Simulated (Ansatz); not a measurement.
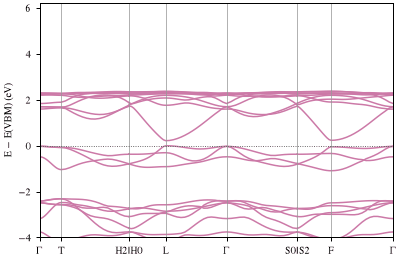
Figure: Band structure from LDA (plane waves, PAW; program Ansatz)

**Question.** Read off the gap and where the band edges lie.

**Answer.** About 0.2 eV (0.22 eV by a search for the band edges); maximum at L, minimum at L.

**Question.** Which compound is it?
A) MoSe2, R3m (Mo on 3a, Se on 3a, Se on 3a)
B) ZnCdTe2, R3m (Zn on 3a, Cd on 3a, Te on 3a, Te on 3a)
C) La2GeI2, R-3m (La on 6c, Ge on 3a, I on 6c)
D) SnPS3, R-3 (Sn on 6c, P on 6c, S on 18f)

**Answer.** C, La2GeI2, R-3m (La on 6c, Ge on 3a, I on 6c)

The first step of the workflow began from a Materials Project structure, measured or hypothetical; the Crystallography Open Database files this formula in space group No. 166, but the cells were not matched. Its standing as an ambient phase is unchecked. The cell was relaxed with LDA under the symmetry of its start; its stability against distortions is not shown here. A crystal of weakly bound layers computed without a dispersion correction: the cell and the soft elastic constants depend strongly on that. Spin–orbit coupling is left out wherever it is not named.

Potentials: the later of the program's two PAW sets.
